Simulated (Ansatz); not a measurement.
**SiH4 (singlet): inputs that go wrong at distance Si1–H5 = 1.165 Å**

4 inputs are run for SiH4 (singlet) as typed; the log has to tell whether the result can be used and what must change.

Computed with Ansatz 0.2.0, Gaussian basis. Level: the settings change from run to run.

18 further runs of the same task are left out: 2 for a mislabelled method, 12 that didn't finish, 4 set aside as unsound or not needed.

### 1 What is computed

The geometry derives from a PBE0/def2-TZVP stationary point (not a proven minimum). One bond is set to the value named and the two fragments are kept rigid.

5 atoms, charge 0, spin multiplicity 1.

Atoms are counted from 1 here; the program's logs count them from 0.

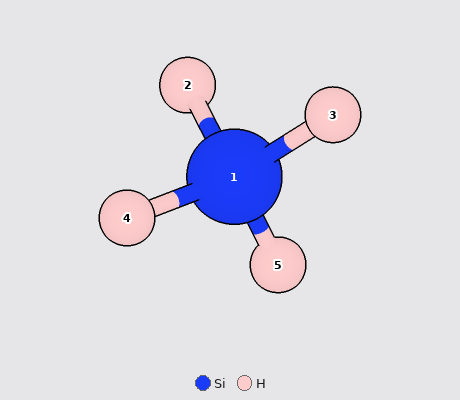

The structure; silicon blue, hydrogen pink; atoms are numbered from 1 in the order of the file.

### 2 Attempt 1

Input file in.yaml:

```yaml
crystal:
  periodic: [false, false, false]
  atoms:
    - {symbol: Si, position_ang: [0.005800, -0.005809, -0.005764]}
    - {symbol: H, position_ang: [0.861649, 0.852935, 0.851067]}
    - {symbol: H, position_ang: [-0.853751, -0.860235, 0.851681]}
    - {symbol: H, position_ang: [-0.848931, 0.849726, -0.866912]}
    - {symbol: H, position_ang: [0.679424, -0.680550, -0.675226]}
basis:
  gaussian: {orbitals: cc-pVTZ-DK}
correlation: {active_space: {ras: {orbitals: [4, 0, 81], electrons: 8, max_holes: 2, max_particles: 2}, fixed_orbitals: true}}
accuracy: high
scf: {lower_state_search: light}
output: {forces: true}
```

Command:

```bash
> ansatz run in.yaml --threads 1 --pin off --events-out ev --progress --plain --max-ram 2393MiB
```

What it wrote:

```text
Functional definition: HF
  name "HF"
  cite "Fock, Z. Phys. 61, 126 (1930) doi:10.1007/BF01340294"
  parent pbe
  exchange = exact_x
  correlation = 0
1538 factors; integrals over basis functions are off by at most 3.3e-9 eV
mean field evaluation 1: about -7939.7398 eV, gradient 1.1e1 eV
mean field evaluation 2: about -7939.7460 eV, gradient 1.1e1 eV
mean field evaluation 4: about -7940.4391 eV, gradient 4.0e-1 eV
mean field evaluation 8: about -7940.4404 eV, gradient 1.6e-4 eV
mean field -7940.44037037 eV, -291.8058013872 hartree, gradient 8.7e-9 eV, S^2 0.000000; 0 other end points of the search recorded, 0 dependent functions left out
reference -7940.44037037 eV, -291.8058013872 hartree; 9, 9 occupied and 81, 81 virtual orbitals, 1538 factors
Error: with the densities for the forces the run needs 4.40 GiB of the host's memory, and 2.33 GiB are given
refused for memory
```

It took 0.96 s on 1 thread of Intel Xeon 6975P-C, shared host.

Diagnosis: The program refused it for memory. The method needs more than --max-ram allows. Cure: a smaller space or basis, or more memory.

### 3 Attempt 2

Input file in.yaml:

```yaml
crystal:
  periodic: [false, false, false]
  atoms:
    - {symbol: Si, position_ang: [0.005800, -0.005809, -0.005764]}
    - {symbol: H, position_ang: [0.861649, 0.852935, 0.851067]}
    - {symbol: H, position_ang: [-0.853751, -0.860235, 0.851681]}
    - {symbol: H, position_ang: [-0.848931, 0.849726, -0.866912]}
    - {symbol: H, position_ang: [0.679424, -0.680550, -0.675226]}
basis:
  gaussian: {orbitals: cc-pVDZ, fitting: {mean_field: def2-universal-jkfit}}
correlation: {active_space: {window: {electrons: 2, orbitals: 2}, states: [{multiplicity: 1, weights: [1, 1]}], root: 2}}
accuracy: high
scf: {lower_state_search: off}
```

Same command.

What it wrote:

```text
Error: the active space averages no state 2, counted from zero
```

Run time: 0.03 s. Hardware: 1 thread of Intel Xeon 6975P-C, shared host.

**Diagnosis.** The run was refused. The root asked for lies beyond the states averaged. Cure: average more states or name a lower root.

### 4 Attempt 3

Input file in.yaml:

```yaml
crystal:
  periodic: [false, false, false]
  atoms:
    - {symbol: Si, position_ang: [0.005800, -0.005809, -0.005764]}
    - {symbol: H, position_ang: [0.861649, 0.852935, 0.851067]}
    - {symbol: H, position_ang: [-0.853751, -0.860235, 0.851681]}
    - {symbol: H, position_ang: [-0.848931, 0.849726, -0.866912]}
    - {symbol: H, position_ang: [0.679424, -0.680550, -0.675226]}
basis:
  gaussian: {orbitals: "6-31G*"}
correlation: {active_space: {ras: {orbitals: [4, 0, 18], electrons: 5, max_holes: 2, max_particles: 2}, fixed_orbitals: true}}
output: {forces: true}
```

Same command.

What it wrote:

```text
Functional definition: HF
  name "HF"
  cite "Fock, Z. Phys. 61, 126 (1930) doi:10.1007/BF01340294"
  parent pbe
  exchange = exact_x
  correlation = 0
293 factors; integrals over basis functions are off by at most 6.9e-4 eV
mean field evaluation 1: about -7922.5190 eV, gradient 9.6e0 eV
mean field evaluation 2: about -7922.5264 eV, gradient 9.6e0 eV
mean field evaluation 4: about -7923.0456 eV, gradient 3.2e-1 eV
mean field evaluation 8: about -7923.0464 eV, gradient 2.4e-5 eV
mean field -7923.04635238 eV, -291.1665830164 hartree, gradient 1.4e-6 eV, S^2 0.000000; 0 other end points of the search recorded, 0 dependent functions left out
reference -7923.04635238 eV, -291.1665830164 hartree; 9, 9 occupied and 18, 18 virtual orbitals, 293 factors
Error: 5 electrons in 22 orbitals form no window around the highest filled level of the reference
```

It took 0.09 s on 1 thread of Intel Xeon 6975P-C, shared host.

What is wrong: The run stopped with an error. The electron count of the restricted space is wrong. Fix: count the correlated electrons again.

### 5 Attempt 4

Input file in.yaml:

```yaml
crystal:
  periodic: [false, false, false]
  atoms:
    - {symbol: Si, position_ang: [0.005800, -0.005809, -0.005764]}
    - {symbol: H, position_ang: [0.861649, 0.852935, 0.851067]}
    - {symbol: H, position_ang: [-0.853751, -0.860235, 0.851681]}
    - {symbol: H, position_ang: [-0.848931, 0.849726, -0.866912]}
    - {symbol: H, position_ang: [0.679424, -0.680550, -0.675226]}
basis:
  gaussian: {orbitals: 6-31G}
magnetization: {spin_polarized: false}
correlation: {method: fic_mrcisd_q, electrons: all, diis_vectors: 1}
```

The command is unchanged.

What it wrote:

```text
Error: "diis_vectors" apply only to coupled cluster; leave them out
```

Run time: 0.03 s. Hardware: 1 thread of Intel Xeon 6975P-C, shared host.

Diagnosis: The run was refused. It says: «"diis_vectors" apply only to coupled cluster».

### 6 Summary

```
attempt                 level                ended                                                cause    time
      1       CISD/cc-pVTZ-DK        out of memory          the method needs more than --max-ram allows  0.96 s
      2   CASSCF(2,2)/cc-pVDZ              refused   the root asked for lies beyond the states averaged  0.03 s
      3           CISD/6-31G*  stopped by an error  the electron count of the restricted space is wrong  0.09 s
      4  'fic_mrcisd_q'/6-31G              refused         "diis_vectors" apply only to coupled cluster  0.03 s
```

1 out of memory, 2 refused, 1 stopped by an error.
